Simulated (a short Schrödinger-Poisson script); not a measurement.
Stack: gated Al0.4Ga0.6As/GaAs modulation-doped gas, at 20 K.

```csv
layer,material,thickness (nm),Nd (cm⁻³),Na (cm⁻³)
1,Al0.4Ga0.6As,15,-,-
2,Al0.4Ga0.6As,30,1e18,-
3,Al0.4Ga0.6As,10,-,-
4,GaAs,6000,-,1e16
```

The device is made up for the run: typed textbook-type constants, with dimensions and the other settings drawn at random. Al0.4Ga0.6As: permittivity 11.76, conduction-band edge (eV) 0.316, gap (eV) 1.923, electron mass (mₑ) 0.1002, Nv at 300 K (cm⁻³) 9e18. GaAs: permittivity 12.9, conduction-band edge (eV) 0, gap (eV) 1.424, Nv at 300 K (cm⁻³) 9e18.

Channel valleys (confinement mass, in-plane density-of-states mass, number): Γ 0.067, 0.067, 1. At the gate the conduction-band edge of layer 1 lies 1.07 eV − eVg above the Fermi level of the channel; the field vanishes at the back. Donor level 0.02 eV below the band edge. The barrier under the gate holds no holes. Gaps are held at their typed values at every temperature. Mesh 0.08 nm at interfaces.

From a short Schrödinger-Poisson script (our own, NumPy): 1D Poisson equation in equilibrium, electrons quantum, Hartree (BenDaniel-Duke, 40 states a valley, the channel's in-plane mass for all, wave functions free to enter the barrier), parabolic valleys, classical holes, donors ionised by Fermi statistics, acceptors fully, no traps, pinning or gate leakage.

Only gate voltages with over 1e8 electrons/cm² are shown.

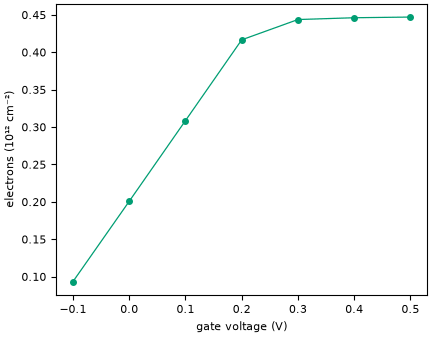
Sheet density against gate voltage

| Vg (V) | electrons (cm⁻²) | in the channel layer | C (μF/cm²) | Γ E0 (meV) | Γ E1 (meV) |
|---|---|---|---|---|---|
| 0.5 | 4.47e11 | 4.36e11 | 0.339 | -16.0 | 30.2 |
| 0.4 | 4.46e11 | 4.35e11 | 0.317 | -15.9 | 33.2 |
| 0.3 | 4.44e11 | 4.33e11 | 0.296 | -15.9 | 37.2 |
| 0.2 | 4.17e11 | 4.07e11 | 0.179 | -14.9 | 39.1 |
| 0.1 | 3.09e11 | 3.02e11 | 0.174 | -11.0 | 41.8 |
| 0 | 2.01e11 | 1.97e11 | 0.173 | -7.1 | 44.5 |
| -0.1 | 9.34e10 | 9.18e10 | 0.171 | -3.1 | 47.4 |

Subbands count from the Fermi level.
